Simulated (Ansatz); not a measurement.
**Yb: a changed input and its effect**

System: Yb (Fm-3m, 1 atom in the cell).
Method of the first run: DFT, r2SCAN, plane waves (500 eV) with PAW, scalar-relativistic, spin-polarised (Ansatz 0.2.0).

Text and figures count atoms from 1; the logs count them from 0 in places.

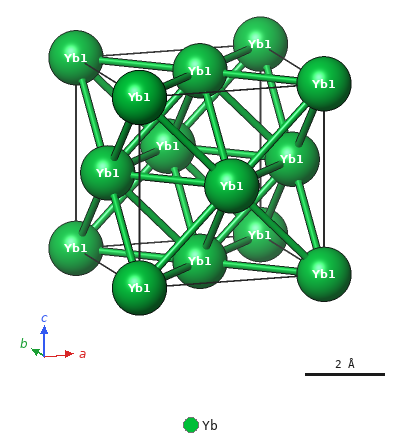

Fig. 1: The input geometry (ball-and-stick view of the cell 4 times as large as that of the calculation, set on its symmetry axes, seen slightly off an axis; atoms are numbered from 1 in the order of the input). Near neighbours in the crystal (not all of them lie inside the picture): Yb has 12 Yb at 3.52 Å.

**Input file, the first run**
```yaml
crystal:
  lattice:
    - [0.0, 2.4922780833, 2.4922780833]
    - [2.4922780833, 0.0, 2.4922780833]
    - [2.4922780833, 2.4922780833, 0.0]
  atoms:
    - { symbol: Yb, position: [0.0, 0.0, 0.0], spin: 1.0 }
hamiltonian:
  xc: r2scan
  pseudopotentials:
    kind: paw
    azcp:
      Yb: "pseudopotentials/Yb.paw.azcp"
basis:
  ecutwfc: 500
  fft_grid_basis: typed
kpoints:
  mp_grid: { grid: [17, 17, 17], shift: [0, 0, 0] }
magnetization:
  spin_polarized: true
scf:
  occupations: { method: fermi_dirac, width: 0.05 }
output:
  stress: true
```

Hardware: 4 threads of an x86-64 CPU, shared host.

**Output, shortened to warnings, some set-up lines, iterations and results (the first run)**
```
Warning: where an SCF of this run starts from atoms to list the orders of its open shells, Yb (site 0, from 0) starts with 0.44 μB on its 4f shell and 0.44 μB on its 5d shell, in the place of the 1.00 μB that the deck gives it: its open shells can hold no more by Hund's first rule. To start from spheres of the given moment, type scf.initial_density.shell_occupations: []
WARN: the starting moments were not kept: the SCF closed with an absolute magnetisation of 1.2e-5 μB, where they sum to 1 μB in size (1 site). That is at most 0.1 of that sum. Measured as dr2_m measures the in/out step, that magnetisation stands 2.2e-11 eV from none, at or under the dr2_threshold of 1.0e-7 eV: it is no larger than a step whose dr2_m would equal this threshold. The system may hold …
Basis set: ecut = 500 eV, 749 PW (Γ), exchange–correlation on 108×108×108 points (64 copies of the dense FFT grid, shifted against one another)
Symmetry: 48 space group operations
k-points: 165 of 4913
Initial density: superposition of atomic densities (chi_scale 0.1, normalization cell)
[...]
SCF iter   1: F=—  HF=-13805.676501 eV  |F-HF|=—  |Δ(HF+E_count)|=         —  Δρ=3.40e-2 (↑3.40e-2 ↓3.03e-2)  dr2=3.39e-2  dr2_τ=2.19e-3  dr2_m=2.84e-1  M=0.284 μB ∫|m|=0.284 …
SCF iter   2: F=—  HF=-13805.738424 eV  |F-HF|=—  |Δ(HF+E_count)|=   6.19e-2  Δρ=2.42e-2 (↑2.42e-2 ↓1.78e-2)  dr2=3.52e-2  dr2_τ=1.10e-3  dr2_m=1.19e-1  M=0.228 μB ∫|m|=0.228 …
SCF iter   3: F=—  HF=-13805.754202 eV  |F-HF|=—  |Δ(HF+E_count)|=   1.58e-2  Δρ=4.89e-3 (↑2.88e-3 ↓4.89e-3)  dr2=1.29e-2  dr2_τ=1.15e-4  dr2_m=1.59e-3  M=0.076 μB ∫|m|=0.082 …
SCF iter   4: F=—  HF=-13805.768683 eV  |F-HF|=—  |Δ(HF+E_count)|=   1.45e-2  Δρ=2.68e-3 (↑2.21e-3 ↓2.68e-3)  dr2=7.66e-3  dr2_τ=3.71e-5  dr2_m=7.21e-5  M=0.041 μB ∫|m|=0.062 …
SCF iter   5: F=—  HF=-13805.791933 eV  |F-HF|=—  |Δ(HF+E_count)|=   2.32e-2  Δρ=2.87e-3 (↑2.87e-3 ↓1.72e-3)  dr2=4.68e-3  dr2_τ=1.22e-5  dr2_m=1.35e-4  M=-0.010 μB …
[... 17 lines ...]
SCF iter  23: F=-13805.801915 eV  HF=-13805.801915 eV  |F-HF|=2.78e-8  |Δ(HF+E_count)|=   1.70e-8  Δρ=6.95e-6 (↑6.95e-6 ↓3.62e-6)  dr2=2.76e-8  dr2_τ=1.10e-11  dr2_m=8.06e-10 …
SCF iter  24: F=-13805.801915 eV  HF=-13805.801915 eV  |F-HF|=3.22e-8  |Δ(HF+E_count)|=   4.57e-9  Δρ=6.55e-6 (↑6.55e-6 ↓4.09e-6)  dr2=2.79e-8  dr2_τ=8.75e-12  dr2_m=4.39e-10 …
SCF iter  25: F=-13805.801915 eV  HF=-13805.801915 eV  |F-HF|=2.18e-8  |Δ(HF+E_count)|=  1.56e-10  Δρ=4.50e-6 (↑4.50e-6 ↓3.94e-6)  dr2=1.79e-8  dr2_τ=5.26e-12  dr2_m=3.03e-11 …
SCF iter  26: F=-13805.801915 eV  HF=-13805.801915 eV  |F-HF|=1.32e-8  |Δ(HF+E_count)|=   1.26e-9  Δρ=3.33e-6 (↑3.02e-6 ↓3.33e-6)  dr2=1.02e-8  dr2_τ=3.61e-12  dr2_m=1.30e-11 …
SCF 1 converged in 26 iterations: F = -13805.801915 eV  dr2 = 1.02e-8
WARN: the starting moments were not kept: the SCF closed with an absolute magnetisation of 1.2e-5 μB, where they sum to 1 μB in size (1 site). That is at most 0.1 of that sum. Measured as dr2_m measures the in/out step, that magnetisation stands 2.2e-11 eV from none, at or under the dr2_threshold …
this state was not tested for a lower state beside it, because the mixer in use, unlike msr1, does not test its closes by its own steps (another_mixer; see scf.mixing.algorithm and scf.lower_state_search)
SCF converged after 26 iterations
Magnetization: 0.0000 μB (12.0000 up, 12.0000 down)
Absolute magnetization: 0.0000 μB (∫|ρ↑−ρ↓|, with the PAW one-centre terms)
Spin contamination: 0.0000 ħ² per cell (⟨S²⟩ above its minimum at these occupations)
Per-site moments (μB) at R_I (Å): [(-2.6746480484498825e-6, 1.453903054975834)]
Free energy (F): -13805.801915 eV
Harris-Foulkes:  -13805.801915 eV  (|F-HF|=1.32e-8)
Internal energy: -13805.792192 eV  (E = F + TS)
E sigma→0 (E₀):  -13805.797053 eV
Entropy (-TS):   -0.009723 eV (-9.723 meV/atom)
Fermi energy:    12.575775 eV
--- Per-component energies (eV) ---
  E_band       = 36.360761
  E_kinetic    = 358.059104
  E_local      = -5967.220808  (includes V_loc(G=0)·N_el)
  E_nonlocal   = 541.330117
  E_hartree    = 2598.710452
[...]
```

The input of the second run differs as follows (lines with − go, lines with + come):
```diff
-    - [0.0, 2.4922780833, 2.4922780833]
-    - [2.4922780833, 0.0, 2.4922780833]
-    - [2.4922780833, 2.4922780833, 0.0]
+    - [0.0, 2.7008986134, 2.7008986134]
+    - [2.7008986134, 0.0, 2.7008986134]
+    - [2.7008986134, 2.7008986134, 0.0]
```

Predict how the results change.

With the same functional and potentials, the second run lies 10.9 meV per atom lower. The pressure goes from 3.15 to −1.88 GPa. The volume per atom goes from 30.96 to 39.41 Å³. The SCF takes 25 iterations against 26. The plane waves at Γ go from 749 to 965.

**Output, shortened to warnings, some set-up lines, iterations and results (the second run)**
```
Warning: where an SCF of this run starts from atoms to list the orders of its open shells, Yb (site 0, from 0) starts with 0.44 μB on its 4f shell and 0.44 μB on its 5d shell, in the place of the 1.00 μB that the deck gives it: its open shells can hold no more by Hund's first rule. To start from spheres of the given moment, type scf.initial_density.shell_occupations: []
WARN: the starting moments were not kept: the SCF closed with an absolute magnetisation of 7.1e-5 μB, where they sum to 1 μB in size (1 site). That is at most 0.1 of that sum. Measured as dr2_m measures the in/out step, that magnetisation stands 3.7e-9 eV from none, at or under the dr2_threshold of 1.0e-7 eV: it is no larger than a step whose dr2_m would equal this threshold. The system may hold …
Basis set: ecut = 500 eV, 965 PW (Γ), exchange–correlation on 120×120×120 points (64 copies of the dense FFT grid, shifted against one another)
Symmetry: 48 space group operations
k-points: 165 of 4913
Initial density: superposition of atomic densities (chi_scale 0.1, normalization cell)
[...]
SCF iter   1: F=—  HF=-13805.610510 eV  |F-HF|=—  |Δ(HF+E_count)|=         —  Δρ=2.53e-2 (↑1.97e-2 ↓2.53e-2)  dr2=6.55e-2  dr2_τ=1.57e-3  dr2_m=1.67e-1  M=0.368 μB ∫|m|=0.368 …
SCF iter   2: F=—  HF=-13805.676948 eV  |F-HF|=—  |Δ(HF+E_count)|=   6.64e-2  Δρ=1.28e-2 (↑1.28e-2 ↓1.03e-2)  dr2=4.08e-2  dr2_τ=1.25e-3  dr2_m=4.06e-2  M=0.342 μB ∫|m|=0.342 …
SCF iter   3: F=—  HF=-13805.705682 eV  |F-HF|=—  |Δ(HF+E_count)|=   2.87e-2  Δρ=5.53e-3 (↑3.96e-3 ↓5.53e-3)  dr2=2.54e-2  dr2_τ=1.14e-4  dr2_m=2.54e-3  M=0.253 μB ∫|m|=0.253 …
SCF iter   4: F=—  HF=-13805.737463 eV  |F-HF|=—  |Δ(HF+E_count)|=   3.18e-2  Δρ=3.86e-3 (↑2.63e-3 ↓3.86e-3)  dr2=1.47e-2  dr2_τ=9.26e-5  dr2_m=5.08e-4  M=0.204 μB ∫|m|=0.211 …
SCF iter   5: F=—  HF=-13805.789248 eV  |F-HF|=—  |Δ(HF+E_count)|=   5.18e-2  Δρ=3.63e-3 (↑2.55e-3 ↓3.63e-3)  dr2=1.21e-2  dr2_τ=2.27e-5  dr2_m=1.27e-4  M=0.110 μB ∫|m|=0.186 …
[... 16 lines ...]
SCF iter  22: F=-13805.812853 eV  HF=-13805.812853 eV  |F-HF|=2.39e-8  |Δ(HF+E_count)|=   1.46e-8  Δρ=6.63e-6 (↑3.34e-6 ↓6.63e-6)  dr2=3.30e-8  dr2_τ=1.55e-11  dr2_m=1.04e-9  …
SCF iter  23: F=-13805.812853 eV  HF=-13805.812853 eV  |F-HF|=3.42e-9  |Δ(HF+E_count)|=   1.38e-8  Δρ=8.86e-7 (↑8.86e-7 ↓5.27e-7)  dr2=9.69e-11  dr2_τ=4.07e-12  …
SCF iter  24: F=-13805.812853 eV  HF=-13805.812853 eV  |F-HF|=3.40e-9  |Δ(HF+E_count)|=   2.65e-9  Δρ=2.25e-6 (↑1.32e-6 ↓2.25e-6)  dr2=4.25e-9  dr2_τ=3.16e-12  dr2_m=1.07e-10 …
SCF iter  25: F=-13805.812853 eV  HF=-13805.812853 eV  |F-HF|=6.89e-9  |Δ(HF+E_count)|=   2.60e-9  Δρ=2.25e-6 (↑1.80e-6 ↓2.25e-6)  dr2=5.75e-9  dr2_τ=1.83e-12  dr2_m=2.25e-11 …
SCF 1 converged in 25 iterations: F = -13805.812853 eV  dr2 = 5.75e-9
WARN: the starting moments were not kept: the SCF closed with an absolute magnetisation of 7.1e-5 μB, where they sum to 1 μB in size (1 site). That is at most 0.1 of that sum. Measured as dr2_m measures the in/out step, that magnetisation stands 3.7e-9 eV from none, at or under the dr2_threshold of …
this state was not tested for a lower state beside it, because the mixer in use, unlike msr1, does not test its closes by its own steps (another_mixer; see scf.mixing.algorithm and scf.lower_state_search)
SCF converged after 25 iterations
Magnetization: 0.0000 μB (12.0000 up, 12.0000 down)
Absolute magnetization: 0.0001 μB (∫|ρ↑−ρ↓|, with the PAW one-centre terms)
Spin contamination: 0.0000 ħ² per cell (⟨S²⟩ above its minimum at these occupations)
Per-site moments (μB) at R_I (Å): [(3.0185462262588027e-5, 1.5756045729867991)]
Free energy (F): -13805.812853 eV
Harris-Foulkes:  -13805.812853 eV  (|F-HF|=6.89e-9)
Internal energy: -13805.797239 eV  (E = F + TS)
E sigma→0 (E₀):  -13805.805046 eV
Entropy (-TS):   -0.015615 eV (-15.615 meV/atom)
Fermi energy:    9.499930 eV
--- Per-component energies (eV) ---
  E_band       = -37.572846
  E_kinetic    = 351.963188
  E_local      = -6483.385997  (includes V_loc(G=0)·N_el)
  E_nonlocal   = 548.267808
  E_hartree    = 2820.262072
[...]
```

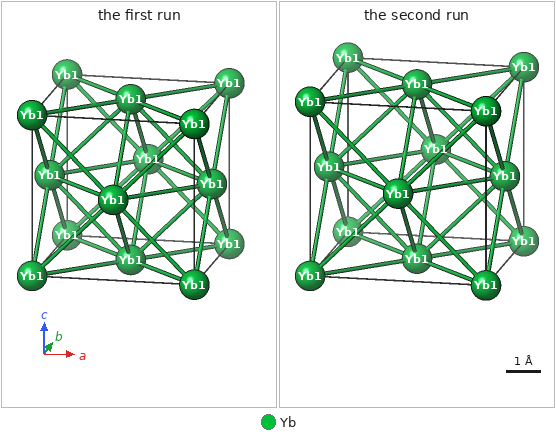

Fig. 2: The two input geometries at one scale (ball-and-stick view of the cell 4 times as large as that of the calculation, set on its symmetry axes, seen slightly off an axis). The atoms keep their places relative to the cell (all moves are under 0.005 Å). The drawn cell changes as follows: a = b = c 4.985 → 5.402 Å (+8.4 %); the volume changes by +27.3 %. Among the contacts that change: Yb1–Yb1 3.525 → 3.820 Å.

**The two runs side by side**

```tsv
quantity	the first run	the second run
outcome	converged	converged
free energy per atom (eV)	−13805.8019	−13805.8129
energy per atom, smearing taken to zero (eV)	−13805.7971	−13805.8050
net moment of the cell (μB)	0.00	0.00
absolute moment of the cell (μB)	0.00	0.00
pressure (GPa)	3.15	−1.88
volume per atom (Å³)	30.96	39.41
SCF iterations	26	25
irreducible k-points	165	165
plane waves at Γ	749	965
wall time (shared host)	12 s	14 s
```

For both runs: Warnings: some starting moments were not kept; the state was not tested for a lower one.
